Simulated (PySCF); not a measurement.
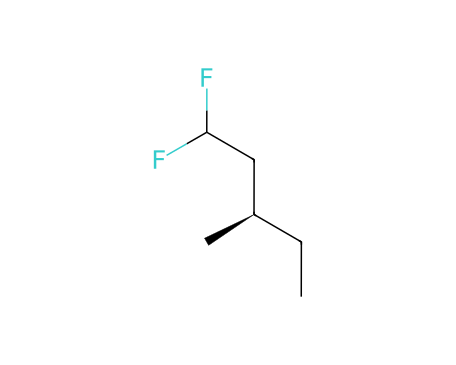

Skeletal drawing of a molecule.

Give its SMILES.

Answer. CC[C@@H](C)CC(F)F

What is the molecular formula?

Answer. C6H12F2.

An optimisation with PBE0-D3(BJ)/def2-SVP gave a structure of which point group?

Answer. C1.

More results for the same structure follow; atom numbers are the same in all pictures, views and colours differ. The geometry was computed by an optimisation with PBE0-D3(BJ)/def2-SVP. No frequency run is at hand to confirm it as a minimum.

**Geometry**

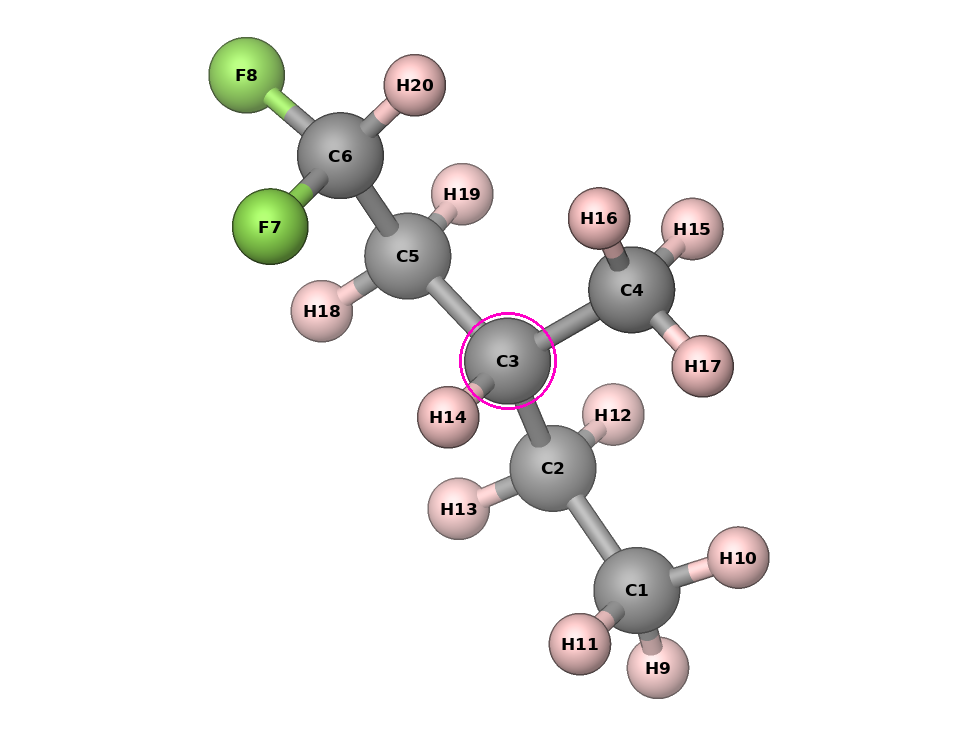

Distant atoms are faded towards the background colour. Circles mark the stereogenic atoms. No frequency run is at hand to confirm it as a minimum.

Assign CIP descriptors.

Answer. C3: R (priorities C5 > C2 > C4 > H14).

**Electronic properties**

No frequency run is at hand to confirm it as a minimum. Level of theory: CAM-B3LYP/def2-SVPD, gas phase (PySCF 2.14.0). Excitations: vertical, linear response.

Give the lowest vertical singlet excitation at this level.

Answer. 8.90 eV.

What is the HOMO energy (Kohn–Sham orbital)?

Answer. −10.48 eV.

What is the LUMO energy (Kohn–Sham orbital)?

Answer. 1.24 eV.

Estimate the brightest of the 10 lowest singlets.

Answer. 9.74 eV.

**Bond orders**

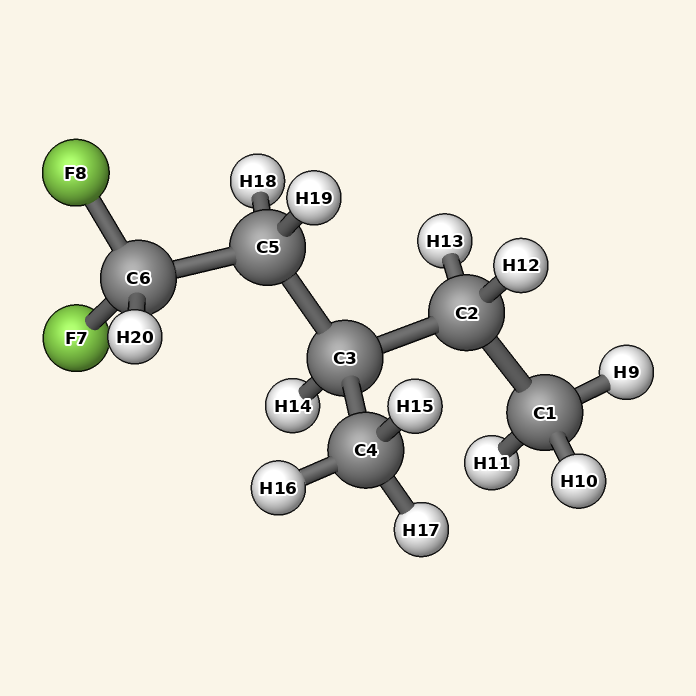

The thickness of each stick grows with its Mayer bond order. No frequency run is at hand to confirm it as a minimum. Level of theory: PBE0/pcSseg-1 (PySCF 2.14.0).

List the Mayer bond orders of C1–C2, C2–C3, C3–C4, C3–C5, C5–C6, C6–F7, C6–F8 (bonds between heavy atoms, one of each equivalent set).

```
 bond  Mayer order  length (Å)
C1–C2         1.07       1.521
C2–C3         1.01       1.531
C3–C4         1.02       1.526
C3–C5         1.00       1.528
C5–C6         1.03       1.505
C6–F7         0.95       1.357
C6–F8         0.95       1.355
```

**NMR shielding**

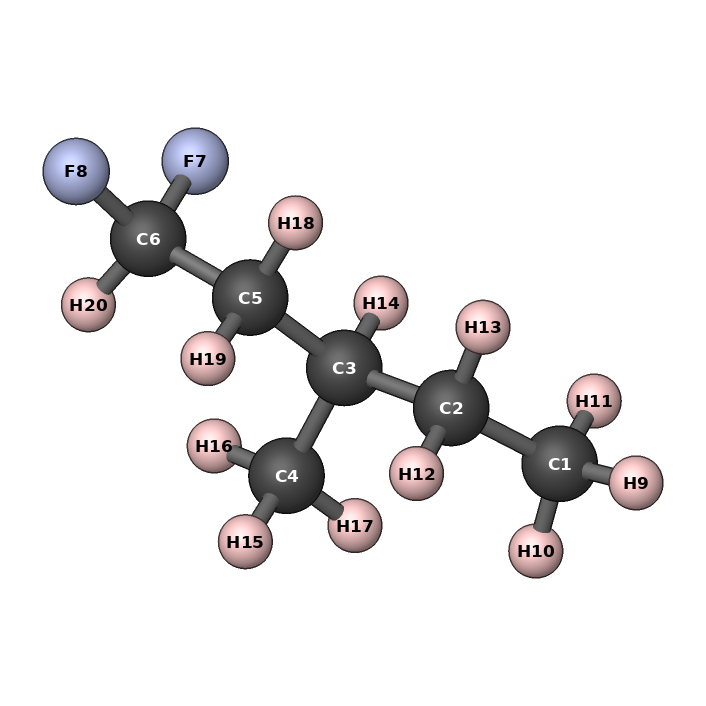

No frequency run is at hand to confirm it as a minimum. Level of theory: GIAO PBE0/pcSseg-1 NMR shielding, non-relativistic, gas phase (PySCF 2.14.0). Principal shieldings σ11 ≤ σ22 ≤ σ33, span Ω = σ33 − σ11, skew κ = 3(σiso − σ22)/Ω.

Give the shielding tensors of the C atoms.

```tsv
atom	σ11	σ22	σ33	σiso	Ω	κ
C1	157.6	169.4	185.3	170.8	27.7	0.15
C2	137.3	144.5	170.9	150.9	33.6	0.57
C3	144.1	152.4	163.0	153.2	18.9	0.12
C4	150.1	167.1	186.0	167.7	35.9	0.05
C5	118.4	135.7	162.8	139.0	44.4	0.22
C6	43.6	68.9	84.9	65.8	41.3	−0.22
```

Shieldings and span in ppm.
